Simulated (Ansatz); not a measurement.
# PbSe2 (model cell, started as rutile): a soft mode frozen in

Wanted: the energy along a soft mode of PbSe2 (model cell, started as rutile) and the structure at the end.

Program: Ansatz 0.2.0. Level of theory: DFT PBEsol, scalar-relativistic, plane waves, PAW. Results are calculated unless marked as measured.

The structure was built from a prototype and need not be the compound's stable phase.

## Step 1: Set-up

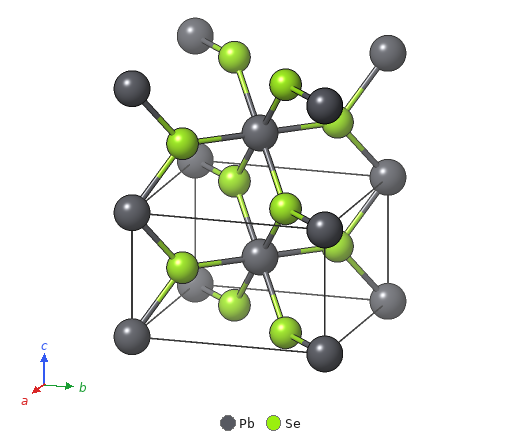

The cell as given, slightly off an axis (lead dark grey, selenium green). 1×1×2 cells are drawn. Some periodic images of atoms are drawn too.

## Step 2: Phonons on a q mesh

The cell comes from relaxations at this level that are not shown. Stability and thermal properties need the whole zone. Linear response on a 2×2×2 q mesh gives force constants as far as a supercell of that size would.

File input.yaml:

```yaml
crystal:
  lattice:
    - [6.5939545271, 0.0, 0.0]
    - [0.0, 6.5939545271, 0.0]
    - [0.0, 0.0, 4.1905182995]
  atoms:
    - { symbol: Pb, position: [0.0, 0.0, 0.0] }
    - { symbol: Pb, position: [0.5, 0.5, 0.5] }
    - { symbol: Se, position: [0.3028381319, 0.3028381319, 0.0] }
    - { symbol: Se, position: [0.6971618681, 0.6971618681, 0.0] }
    - { symbol: Se, position: [0.8028381319, 0.1971618681, 0.5] }
    - { symbol: Se, position: [0.1971618681, 0.8028381319, 0.5] }
kpoints:
  mp_grid: { grid: [6, 6, 8] }
hamiltonian:
  xc: pbesol
scf:
  occupations: { method: methfessel_paxton, width: 0.2 }
output:
  eigenvalues: true
phonons:
  method: dfpt
  qmesh: [2, 2, 2]
  temperatures: { t_max: 1000, t_step: 50 }
  qpath:
    path:
      - [[0.0, 0.0, 0.0], [0.0, 0.5, 0.0], [0.5, 0.5, 0.0], [0.0, 0.0, 0.0], [0.0, 0.0, 0.5], [0.0, 0.5, 0.5], [0.5, 0.5, 0.5], [0.0, 0.0, 0.5]]
      - [[0.0, 0.5, 0.0], [0.0, 0.5, 0.5]]
      - [[0.5, 0.5, 0.0], [0.5, 0.5, 0.5]]
    npoints: 10
```

Run with:

```sh
$ ansatz run input.yaml --threads 8 --pin off --max-ram 14336MiB --backend cpu --events-out ev --progress --plain --runs-dir out
```

Numbers of over 12 decimals in the logs are rounded to 6 here.

What it wrote:

```text
Warning: phonons: the dynamical matrix that this run interpolates holds no multipole term above the dipole-dipole one, and a site of this crystal is no centre of inversion, so its interpolated transverse optical and acoustic branches and sound speeds can stay off near Gamma, and the density of states and the thermodynamics with them. What a run solves at a wave vector of phonons.qpoints, Gamma apart, where the deck admits one, is free of this, and under fd what a larger phonons.supercell samples
Engine: ansatz 0.2.0, aarch64-unknown-linux-gnu
Pseudopotentials: kind: paw
Pseudopotential: Pb, paw, valence charge 14, recommended cutoff 420 eV (normal), Pb.paw.azcp
Pseudopotential: Se, paw, valence charge 16, recommended cutoff 420 eV (normal), Se.paw.azcp
Functional definition: PBEsol
  exchange = pbesol_x
  correlation = pbesol_c
Crystal: 6 atoms, lattice volume = 182.205 Å³
Basis set: ecut = 420 eV, 3511 PW (Γ), exchange–correlation on 96×96×60 points (8 copies of the dense FFT grid, shifted against one another)
Bands: 56, of which v1, the nominal top of the filled ones, is band 46 counted from 1 (45 counted from 0)
Symmetry: 16 space group operations
k-points: 50 of 288
Non-local potential: Pb, projectors of the file, l = 0: 2, l = 1: 2, l = 2: 2, l = 3: 2
Non-local potential: Se, projectors of the file, l = 0: 2, l = 1: 2, l = 2: 3, l = 3: 1
PAW form: soft (Blöchl's): semilocal exchange-correlation on the pseudo side does not see the compensation charge
PAW frozen core: Pb, regenerated for the run's functional, and the local potential with it (the file was generated under x = pbe(κ = 0.804, μ = 0.219515), c = pbe(β = 0.066725))
PAW frozen core: Se, regenerated for the run's functional, and the local potential with it (the file was generated under x = pbe(κ = 0.804, μ = 0.219515), c = pbe(β = 0.066725))
PAW one-centre angular grid: Pb, 590 points (default); XC on 64 Gauss nodes
PAW one-centre angular grid: Se, 590 points (default); XC on 64 Gauss nodes
Initial density: superposition of atomic densities (neutral atoms: chi_scale 0, normalization atom), corrected by the library's trained network
Initial wavefunctions: pseudopotential atomic-orbital guess
Functional: x = pbesol(κ = 0.804, μ = 0.123457), c = pbesol(β = 0.046)
SCF iter   1: F=—  HF=-45205.831398 eV  |F-HF|=—  |Δ(HF+E_count)|=         —  Δρ=2.22e-3  dr2=1.05e-2  ethr=1.77e-3  ⟨swp⟩=7.3  Hψ=11376  notcnv=0  defer=1
preconditioner: auto → LDOS  [metal: Δε(μ)=0.019 eV  Ē_g=13.956 eV  σ=0.200 eV  W_gap=0.08  n_scr=46 (ndim 8)  ℏωp=19.8 eV  f_vac=0.123  D(μ)=3.94/eV (n_scr^D=22)  β→1.0]
SCF iter   2: F=—  HF=-45205.827954 eV  |F-HF|=—  |Δ(HF+E_count)|=   3.44e-3  S|Δr|=    0.00e0  Δρ=1.08e-3  dr2=1.59e-3  ethr=1.14e-5  ⟨swp⟩=2.0  Hψ=5559  notcnv=0  defer=1
SCF iter   3: F=—  HF=-45205.827139 eV  |F-HF|=—  |Δ(HF+E_count)|=   8.15e-4  S|Δr|=    0.00e0  Δρ=2.77e-4  dr2=2.00e-4  ethr=1.73e-6  ⟨swp⟩=2.0  Hψ=4962  notcnv=0  defer=1
SCF iter   4: F=—  HF=-45205.827048 eV  |F-HF|=—  |Δ(HF+E_count)|=   9.16e-5  S|Δr|=    0.00e0  Δρ=8.82e-5  dr2=1.59e-5  ethr=2.18e-7  ⟨swp⟩=2.0  Hψ=4961  notcnv=0  defer=1
SCF iter   5: F=—  HF=-45205.827050 eV  |F-HF|=—  |Δ(HF+E_count)|=   2.23e-6  S|Δr|=    0.00e0  Δρ=2.38e-5  dr2=1.60e-6  ethr=1.73e-8  ⟨swp⟩=2.3  Hψ=3936  notcnv=0  defer=1
SCF iter   6: F=—  HF=-45205.827048 eV  |F-HF|=—  |Δ(HF+E_count)|=   1.76e-6  S|Δr|=    0.00e0  Δρ=5.78e-6  dr2=4.85e-8  ethr=1.74e-9  ⟨swp⟩=2.0  Hψ=4963  notcnv=0  defer=1
SCF iter   7: F=—  HF=-45205.827048 eV  |F-HF|=—  |Δ(HF+E_count)|=   8.23e-8  S|Δr|=    0.00e0  Δρ=1.23e-6  dr2=2.43e-9  ethr=5.27e-11  ⟨swp⟩=2.0  Hψ=4963  notcnv=0  defer=1
SCF iter   8: F=—  HF=-45205.827048 eV  |F-HF|=—  |Δ(HF+E_count)|=   1.12e-9  S|Δr|=    0.00e0  Δρ=4.17e-7  dr2=3.82e-10  ethr=2.64e-12  ⟨swp⟩=2.0  Hψ=4982  notcnv=0  defer=1
SCF iter   9: F=—  HF=-45205.827048 eV  |F-HF|=—  |Δ(HF+E_count)|=  4.37e-11  S|Δr|=    0.00e0  Δρ=1.10e-7  dr2=2.49e-11  ethr=1.00e-12  ⟨swp⟩=3.0  Hψ=5088  notcnv=0  defer=1
SCF iter  10: F=-45205.827048 eV  HF=-45205.827048 eV  |F-HF|=7.28e-12  |Δ(HF+E_count)|=    0.00e0  S|Δr|=    0.00e0  Δρ=2.69e-8  dr2=7.61e-13  ethr=1.00e-12  ⟨swp⟩=11.3  Hψ=14341  notcnv=0
SCF 1 converged in 10 iterations: F = -45205.827048 eV  dr2 = 7.61e-13
  greatest PAW one-centre occupation: 1.000 electrons in one spin orbital (limit 2), on the Se atom at site 5 (counted from 0), in its partial waves of l = 2
Initial density: read from a saved state, or passed on in memory by an earlier SCF of this step, an earlier step, the calling program or the single point that the run made first
[...]
eigensolver tolerance schedule: the retry pair's looser diagonalisation over-reported the residual by 1174084.68 of it (diagonalisation noise at an unbounded share of the residual, at the tolerance the schedule requests for it); recorded, not acted on — ethr = c·dr2/N_el stays at c = 1.0e-1
preconditioner: auto → LDOS  [metal: Δε(μ)=0.023 eV  Ē_g=13.985 eV  σ=0.200 eV  W_gap=0.10  n_scr=46 (ndim 8)  ℏωp=19.8 eV  f_vac=0.117  D(μ)=3.95/eV (n_scr^D=22)  β→1.0]
[...]
SCF 2 converged in 5 iterations: F = -45205.827048 eV  dr2 = 4.99e-12
k-points: 104 of 288 (irreducible under 2 space group operations, time reversal used)
[...]
preconditioner: auto → Resta (q_TF=auto, 2.435 Å⁻¹)  ε∞=3.0  [insulator: Δε(μ)=0.001 eV  Ē_g=13.992 eV  n_scr=46 (ndim 8)  ℏωp=19.8 eV  f_vac=0.117  ε∞_Penn≈3.0]
[...]
SCF iter  91: F=—  HF=-45205.829084 eV  |F-HF|=—  |Δ(HF+E_count)|=   6.59e-6  Δρ=4.69e-4  dr2=4.63e-4  ethr=9.87e-8  ⟨swp⟩=1.0  Hψ=5427  notcnv=0  defer=397
SCF iter  92: F=—  HF=-45205.829061 eV  |F-HF|=—  |Δ(HF+E_count)|=   2.27e-5  Δρ=2.08e-4  dr2=9.11e-5  ethr=9.87e-8  ⟨swp⟩=1.0  Hψ=5427  notcnv=0  defer=397
SCF iter  93: F=—  HF=-45205.829079 eV  |F-HF|=—  |Δ(HF+E_count)|=   1.73e-5  Δρ=4.63e-4  dr2=4.53e-4  ethr=9.87e-8  ⟨swp⟩=1.0  Hψ=5427  notcnv=0  defer=397  recentre
SCF iter  94: F=—  HF=-45205.829060 eV  |F-HF|=—  |Δ(HF+E_count)|=   1.83e-5  Δρ=2.08e-4  dr2=9.11e-5  ethr=9.87e-8  ⟨swp⟩=1.0  Hψ=5427  notcnv=0  defer=397
SCF iter  95: F=—  HF=-45205.829102 eV  |F-HF|=—  |Δ(HF+E_count)|=   4.21e-5  Δρ=4.92e-4  dr2=5.12e-4  ethr=9.87e-8  ⟨swp⟩=1.0  Hψ=5427  notcnv=0  defer=397  recentre
SCF iter  96: F=—  HF=-45205.829106 eV  |F-HF|=—  |Δ(HF+E_count)|=   3.72e-6  Δρ=4.97e-4  dr2=5.21e-4  ethr=9.87e-8  ⟨swp⟩=1.0  Hψ=5427  notcnv=0  defer=397
SCF iter  97: F=—  HF=-45205.829074 eV  |F-HF|=—  |Δ(HF+E_count)|=   3.17e-5  Δρ=4.59e-4  dr2=4.43e-4  ethr=9.87e-8  ⟨swp⟩=1.0  Hψ=5427  notcnv=0  defer=397
SCF iter  98: F=—  HF=-45205.829077 eV  |F-HF|=—  |Δ(HF+E_count)|=   2.46e-6  Δρ=2.49e-4  dr2=1.31e-4  ethr=9.87e-8  ⟨swp⟩=9.2  Hψ=21827  notcnv=0
SCF iter  99: F=—  HF=-45205.829063 eV  |F-HF|=—  |Δ(HF+E_count)|=   1.42e-5  Δρ=2.11e-4  dr2=9.35e-5  ethr=9.87e-8  ⟨swp⟩=2.0  Hψ=13581  notcnv=0
SCF iter 100: F=—  HF=-45205.829080 eV  |F-HF|=—  |Δ(HF+E_count)|=   1.74e-5  Δρ=4.64e-4  dr2=4.54e-4  ethr=9.87e-8  ⟨swp⟩=1.4  Hψ=12382  notcnv=0  recentre
WARN: phonons: the run's symmetry doesn't show that the Born effective charges vanish, and it interpolates frequencies without the dipole-dipole term. In a polar insulator or semiconductor they then lack LO-TO splitting, and the branches near Gamma, sound speeds, density of states, thermodynamics and thermal conductivity can be off. Where the input admits it, phonons.dielectric: true or phonons.non_analytic_term supplies the term (a sheet's or wire's own needs phonons.isolated: true). The run goes on without its unit cell's response to a homogeneous field, whose tensors the term is made of, since the solve failed (did not converge after 100 iterations: [rest of the remark cut]
NSCF: frozen V_eff on 50 k-points
WARN: eigensolver did not converge (k=6): 1 band(s) unlocked after 20 sweeps at ethr=1.37e-12 eV (storage-precision floor; scheduled 1.00e-12 eV) (lowest unlocked band 55, counted from 0; max residual 5.56e-6 eV among the unlocked bands, 5.56e-6 eV over every band; other slots of this pass that fall short are told together in one closing line; warning suppressed until the next SCF loop or pass starts)
WARN: eigensolver did not converge in 5 slots of this pass, the one above among them; of largest residual over every band (k=21): 1 band(s) unlocked (lowest unlocked band 55, counted from 0; max residual 8.52e-6 eV among the unlocked bands, 8.52e-6 eV over every band); of lowest unlocked band (k=6): band 55
NSCF: frozen V_eff on 100 k-points
DFPT response loops at q = (0, 0, 0) (fractional): preconditioner auto → Kerker (q_TF=auto, 2.435 Å⁻¹) (partly filled bands, converged f_vac=0.117); β = 1.00, the filter's whole step (`scf.mixing.beta` (0.50) is not read by the response loops under this deck's `scf.mixing.preconditioner`; to damp them name `kerker` or `kerker_dos`, under which they read `scf.mixing.beta`, and type it under 1.00, their step now; both keys bind the ground state too); Broyden in place of MSR1
NSCF: frozen V_eff on 200 k-points
DFPT response loops at q = (0, 0, -0.5) (fractional): mixed as the last ones told, above
NSCF: frozen V_eff on 200 k-points
DFPT response loops at q = (0, -0.5, 0) (fractional): mixed as the last ones told, above
NSCF: frozen V_eff on 200 k-points
DFPT response loops at q = (0, -0.5, -0.5) (fractional): mixed as the last ones told, above
NSCF: frozen V_eff on 200 k-points
DFPT response loops at q = (-0.5, -0.5, 0) (fractional): mixed as the last ones told, above
NSCF: frozen V_eff on 200 k-points
DFPT response loops at q = (-0.5, -0.5, -0.5) (fractional): mixed as the last ones told, above
SCF converged after 10 iterations
Stability not checked: this state was not tested for a lower state beside it, because cold or Methfessel-Paxton smearing, or corrected tetrahedra, fill the levels in a way that the test cannot read (fill_not_monotonic; see scf.lower_state_search)
Free energy (F): -45205.827048 eV
Harris-Foulkes:  -45205.827048 eV  (|F-HF|=7.28e-12)
Internal energy: -45205.835911 eV  (E = F + TS)
E sigma→0 (E₀):  -45205.829264 eV
Entropy (-TS):   0.008863 eV (1.477 meV/atom)
Fermi energy:    6.418547 eV
Step filling:    the computed levels leave a gap of 0.0013 eV = 0.0 smearing widths at the electron count; against every level under it full and every level over it empty, smearing changes F+E_penalty+E_count by +2.293 meV and its σ→0 estimate by +0.077 meV
--- Per-component energies (eV) ---
  E_band       = -1784.078012
  E_kinetic    = 1051.649116
  E_local      = -13052.835496  (includes V_loc(G=0)·N_el)
  E_nonlocal   = -1663.020776
  E_hartree    = 6172.456803
  E_xc         = -845.465866
  E_vxc        = -650.658983  (∫ρ·V_xc dr)
  E_paw        = -27991.775388  (= ΣΔE_a)
  E_vpaw       = 185.876788  (= ΣTr[D̂ρ^β])
  E_aug_tail   = -0.002231  (compensation charges beyond the density's cutoff)
  E_ewald      = -8881.000107
  E_core_change = 4.158035  (= ΣΔE_core)
  E_smearing   = 0.008863  (= −TS)
  E_closure    = 0.000000  (closes the sum)
  Σ components = -45205.827048   (vs F -45205.827048, Δ=0.00e0)
--- Band table (eV; the first three rows and the last of 50) ---
  k-point 0: bands = [... 42 lower, 5.8039, 5.8039, 6.2818, 6.2818, 6.9054, 7.3235, 8.9596, 8.9596, ... 6 higher]
  k-point 1: bands = [... 42 lower, 5.1478, 6.1207, 6.3077, 6.3077, 6.7828, 7.6818, 9.6591, 9.6591, ... 6 higher]
  k-point 2: bands = [... 42 lower, 4.4635, 6.1236, 6.1236, 6.4360, 6.4678, 7.9566, 10.3631, 10.8224, ... 6 higher]
  k-point 49: bands = [... 42 lower, 5.8940, 5.8940, 6.0128, 6.0128, 6.4469, 6.4469, 11.2082, 11.2082, ... 6 higher]
--- Phonons (Γ-DFPT): 4 representative perturbations + reference (Σ response iterations 13) ---
  ASR residual: 6.447e-5 → 0.000e0 eV/Å²; symmetrization residual: 3.173e-5 eV/Å²
  ASR residual per site (eV/Å²): 6.45e-5 6.45e-5 3.58e-5 3.58e-5 3.58e-5 3.58e-5
  Γ frequencies (cm⁻¹): -73.96 -67.81 -67.81 -46.79 -12.34 0.00 0.00 0.00 87.30 87.30 108.68 108.68 134.68 150.36 150.36 153.09 153.64 163.66
--- Phonons (arbitrary-q DFPT): 6 irreducible q on the 2×2×2 mesh ---
  q = [0.0000, 0.0000, 0.0000] (star 1, of the zone-centre solve; hermiticity 1.20e-5, symmetrization 1.47e-11): -73.96 -67.81 -67.81 -46.79 -12.34 -0.00 -0.00 -0.00 87.30 87.30 108.68 108.68 134.68 150.36 150.36 153.09 153.64 163.66
  q = [0.0000, 0.0000, -0.5000] (star 1, 4 solved perturbations in 330 linear systems a pass and spin channel, the states on 100 of 288 k-point pairs; hermiticity 5.06e-6, symmetrization 1.32e-12): -71.92 -71.92 -63.98 -63.98 18.99 18.99 56.09 56.09 85.49 85.49 131.95 131.95 134.92 134.92 147.87 147.87 167.04 167.04
  q = [0.0000, -0.5000, 0.0000] (star 2, 6 solved perturbations on 100 of 288 k-point pairs; hermiticity 1.11e-5, symmetrization 1.24e-12): -72.46 -72.46 -58.36 -58.36 -10.45 -10.45 57.22 57.22 62.16 62.16 108.47 108.47 145.37 145.37 145.78 145.78 167.61 167.61
  q = [0.0000, -0.5000, -0.5000] (star 2, 6 solved perturbations on 100 of 288 k-point pairs; hermiticity 4.79e-6, symmetrization 8.35e-13): -68.76 -68.76 -56.50 -56.50 -9.53 -9.53 2.53 2.53 108.28 108.28 124.81 124.81 141.48 141.48 144.90 144.90 172.94 172.94
  q = [-0.5000, -0.5000, 0.0000] (star 1, 4 solved perturbations in 330 linear systems a pass and spin channel, the states on 100 of 288 k-point pairs; hermiticity 8.07e-6, symmetrization 1.25e-11): -77.27 -77.27 -71.91 -71.91 -10.23 -10.23 13.72 13.72 91.28 91.28 113.37 113.37 145.13 145.13 149.71 149.71 155.77 155.77
  q = [-0.5000, -0.5000, -0.5000] (star 1, 4 solved perturbations in 330 linear systems a pass and spin channel, the states on 100 of 288 k-point pairs; hermiticity 5.99e-6, symmetrization 2.65e-12): -64.43 -64.43 -53.88 -53.88 -14.18 -14.18 54.91 54.91 85.87 85.87 133.09 133.09 133.86 133.86 145.24 145.24 168.95 168.95
  sum rule: each row above includes the acoustic sum rule's correction from the zone centre's row sums; it moved no ω² by more than (0.49 cm⁻¹)²
  mesh force constants: q→R imaginary residual 9.71e-18; ASR residual 6.447e-5 → 0.000e0 eV/Å²; symmetrization residual 4.441e-15 eV/Å²
  interpolated dispersion: 93 rows × 18 modes
  density of states and harmonic sums: on the 10×10×16 q-mesh, interpolated from the force constants of a 2×2×2 supercell (no non-analytic term)
  largest difference from the sums on the solved wave vectors: F 2.63e-1 eV, S 3.50e-4 and C_V 8.68e-5 eV/K
  zero-point energy: 0.087458 eV/cell   skipped modes (ω ≤ 0): 956, of them read as no rigid motion or as one in doubt: 953 (4.991e0 modes/cell left out, lowest -77.39 cm⁻¹)   left out of the sums: 2.77e-1 of the cell's modes: C_V's classical limit lies that fraction below 3 k_B per atom; for a crystal, a wire or a layer, F and S can be off by more, and a phonons.interpolated_qmesh denser along its periods is the remedy for the sampling
```

Run time: 15 min. Hardware: 8 threads of Arm Neoverse N1, shared host; peak memory 3.2 GiB.

Numbers from this step:

| Quantity | Value |
| --- | --- |
| volume per atom | 30.37 Å³ |
| gap on the k-mesh | 0 eV |
| sum-rule residual before enforcement | 6.45e-5 eV/Å² |
| lowest frequency on the path | -77.39 cm⁻¹ |
| point group | 4/mmm |
| highest frequency on the path or at a solved wavevector | 172.9 cm⁻¹ |
| highest optical mode at the zone centre (no LO-TO term) | 163.7 cm⁻¹ |
| lowest optical zone-centre mode | -73.96 cm⁻¹ |
| lowest mode on the q mesh (acoustic modes at Γ apart) | -77.27 cm⁻¹ |

Frequencies (cm⁻¹) solved at each irreducible wavevector; negative means imaginary. Frequencies by wavevector, by row:

```
q in reciprocal lattice units  star  mode 1  mode 2  mode 3  mode 4  mode 16  mode 17  mode 18
                        0 0 0     1     -74   -67.8   -67.8   -46.8    153.1    153.6    163.7
                     0 0 -0.5     1   -71.9   -71.9     -64     -64    147.9      167      167
                     0 -0.5 0     2   -72.5   -72.5   -58.4   -58.4    145.8    167.6    167.6
                  0 -0.5 -0.5     2   -68.8   -68.8   -56.5   -56.5    144.9    172.9    172.9
                  -0.5 -0.5 0     1   -77.3   -77.3   -71.9   -71.9    149.7    155.8    155.8
               -0.5 -0.5 -0.5     1   -64.4   -64.4   -53.9   -53.9    145.2    168.9    168.9
```

Interpolated from a 2×2×2 q mesh, rough between the solved points. The phonon branches at the labelled points (cm⁻¹):

```
    point  branch 1  branch 2  branch 3  branch 4  branch 15  branch 16  branch 17  branch 18
        Γ       -74       -68       -68       -47        150        153        154        164
        X       -72       -72       -58       -58        146        146        168        168
        M       -77       -77       -72       -72        150        150        156        156
        Γ       -74       -68       -68       -47        150        153        154        164
        Z       -72       -72       -64       -64        148        148        167        167
        R       -69       -69       -56       -56        145        145        173        173
        A       -64       -64       -54       -54        145        145        169        169
        Z       -72       -72       -64       -64        148        148        167        167
jump to X       -72       -72       -58       -58        146        146        168        168
        R       -69       -69       -56       -56        145        145        173        173
jump to M       -77       -77       -72       -72        150        150        156        156
        A       -64       -64       -54       -54        145        145        169        169
```

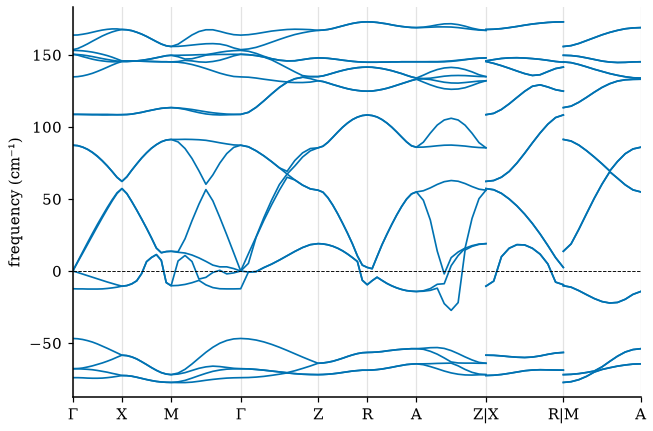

Phonon branches along the path.

Symmetry leaves 6 wavevectors to solve. The lowest mode among them, the acoustic zeros apart, lies at q = (-0.5, -0.5, 0) and is imaginary, 77.3i cm⁻¹, so the energy falls along it.

(Continued in part 2 of 3.)

[Logs are printed without paths, hosts, clocks, repeated set-up lines and the standing remarks that a program may print on its own settings, such as how far it seeks lower states.]

[Hosts, paths, dates, database ids (printed as entryN), source tags and the programs' standing remarks are cut or masked in the printed files.]
